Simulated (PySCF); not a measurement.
**Single-point calculation, with input and output: SiBr (charge −1)**

The run: single-point calculation of SiBr, charge −1, multiplicity 3. Method and program: UHF/cc-pvdz-dk (PySCF 2.14.0).

Some settings of this run were made unusual or wrong on purpose.

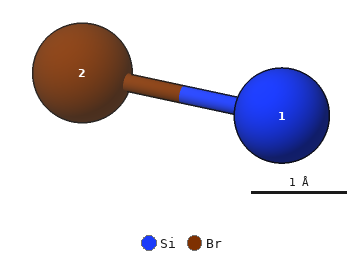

The structure (ball-and-stick view, seen at a tilt; atoms are numbered from 1 in the order of the input). Bond lengths as drawn: Br–Si 2.33 Å.

## Input
```python
from pyscf import gto, scf

mol = gto.M(
    atom='Si 0 0 0; Br 0 0 2.33',
    basis='cc-pvdz-dk',
    charge=-1,
    spin=2,
    verbose=3,
)
mf = scf.UHF(mol)
mf = mf.sfx2c1e()
mf = mf.density_fit(auxbasis='def2-universal-jkfit')
field = 0.2  # electric field along z, atomic units
h = mf.get_hcore() + field*mol.intor('int1e_r')[2]
mf.get_hcore = lambda *args: h
e_nuc = mol.energy_nuc() - field*mol.atom_charges() @ mol.atom_coords()[:, 2]
mf.energy_nuc = lambda *args: e_nuc
mf.kernel()
mf.dip_moment()
print('orbital energies (hartree):', [e[max(0, n-3):n+3].round(4) for e, n in zip(mf.mo_energy, mol.nelec)])
```

Launch command:
```bash
OMP_NUM_THREADS=1 python input.py
```

## Output
```
WARN: HOMO 0.394200703240804 >= LUMO 0.183520830837334

converged SCF energy = -2895.1769353735  <S^2> = 2.1263539  2S+1 = 3.0830854
Dipole moment(X, Y, Z, Debye): -0.00000,  0.00000, 38.45610
orbital energies (hartree): [array([-0.0379,  0.1371,  0.1371,  0.4315,  0.7332,  0.8272]), array([0.0168, 0.117 , 0.117 , 0.482 , 0.5164, 0.5164])]
```

## What the run reported

```csv
quantity,value
outcome,converged
SCF energy,−2895.176935 hartree
⟨S²⟩,2.126
hardware,"1 CPU thread, shared host"
wall time,0.61 s
```

Some settings of this run were drawn to be unusual or wrong. It converged; results that depend on the unusual settings are not reference values.
